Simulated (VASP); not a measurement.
Band structure of WO (relaxed from the zinc blende structure, space group F-43m). These are r2SCAN meta-GGA, VASP's PBE PAW potentials (set 64) (plane waves; VASP 6.6.1) values and carry that method's errors.

Unless said otherwise, spin-orbit coupling is left out, though it shifts the bands of the heavy elements here.

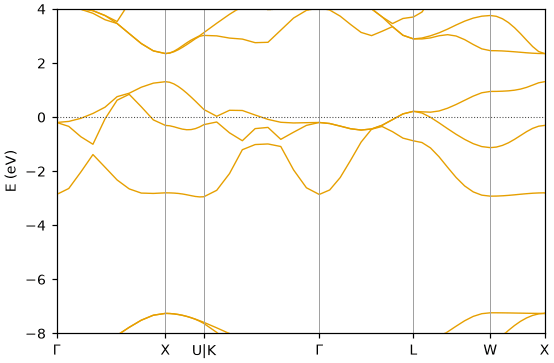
Bands along high-symmetry lines, zero at the valence-band maximum or, without a gap, the Fermi level

Question: Read the plot: is there a gap, and where are the band edges?

Answer: It has no gap at this level: it comes out as a metal or semimetal.

The structure was generated: WO was put into the zinc blende type (F-43m), which need not be its known phase. It was relaxed first, which changed the volume by -30 %.
